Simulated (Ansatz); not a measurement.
System: SrLiBr$_{3}$.

The calculation's input:

```
crystal:
  lattice:
    - [7.34503861, 0.0, 0.0]
    - [0.0, 7.34503861, 0.0]
    - [0.0, 0.0, 5.19372661]
  atoms:
    - { symbol: Li, position: [0.5, 0.5, 0.0] }
    - { symbol: Li, position: [0.0, 0.0, 0.0] }
    - { symbol: Sr, position: [0.0, 0.5, 0.5] }
    - { symbol: Sr, position: [0.5, 0.0, 0.5] }
    - { symbol: Br, position: [0.77678408, 0.27678408, 0.0] }
    - { symbol: Br, position: [0.72321592, 0.77678408, 0.0] }
    - { symbol: Br, position: [0.5, 0.5, 0.5] }
    - { symbol: Br, position: [0.22321592, 0.72321592, 0.0] }
    - { symbol: Br, position: [0.27678408, 0.22321592, 0.0] }
    - { symbol: Br, position: [0.0, 0.0, 0.5] }
basis:
  ecutwfc: 420
kpoints:
  mp_grid: { grid: [4, 4, 6] }
hamiltonian:
  xc: pbe
scf:
  occupations: { method: gaussian, width: 0.02 }
output:
  forces: true
  stress: true
  eigenvalues: true
  write_density: true
  write_potential: true
  elf: true
  volumetric_format: npy
relax:
  adjacent_minimum: "off"
  f_tol: 0.01
  max_steps: 80
  cell: { stress_tol: 0.05 }
```

Run with:

```sh
ansatz run input.yaml --threads 1 --pin off --max-ram 2560MiB --backend cpu --events-out ev --progress --plain --runs-dir out
```

Below, planes, directions and counts refer to the conventional cell (a = 7.36 Å, b = 7.36 Å, c = 5.16 Å, α = 90.00°, β = 90.00°, γ = 90.00°).

The fields are those of the relaxed geometry.

Space group P4/mbm; a structure generated by program, which may or may not match a known phase.

Theory: Ansatz 0.2.0, DFT PBE, scalar-relativistic, plane waves, PAW.

**What will maps of the valence pseudo-density and electron localisation function show?**

Li–Br (2.58 Å): ρ at the midpoint is about 0.27 e/Å³; the ELF is about 0.80 at the midpoint; a closed-shell, largely ionic contact.

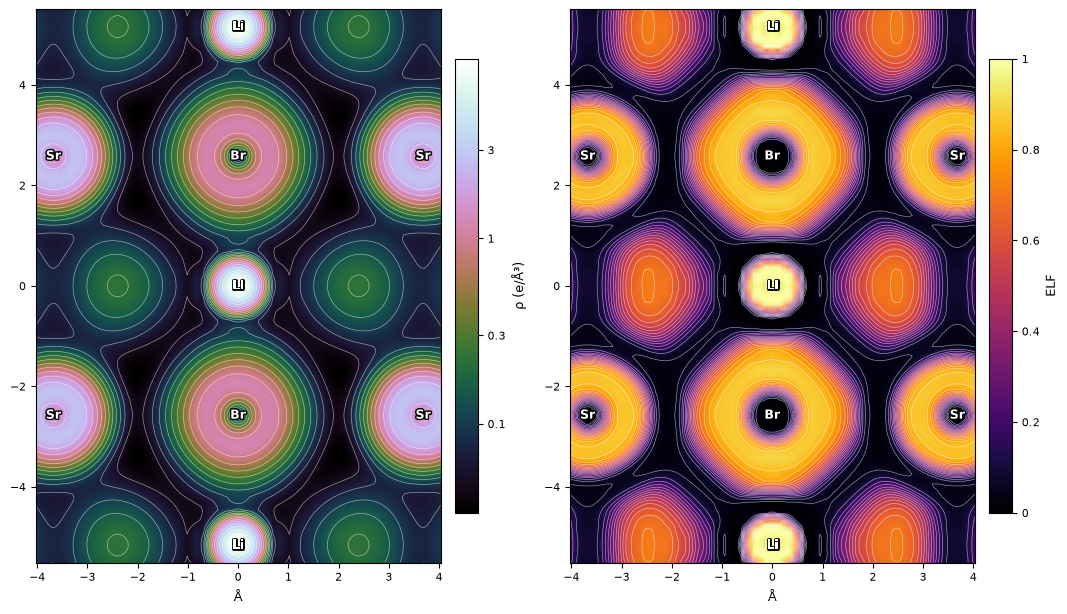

Computed valence pseudo-density and electron localisation function on the (010) plane of the conventional cell, in this order. 

Core electrons are frozen (PAW), and the valence fields are smoothed inside the atomic spheres.
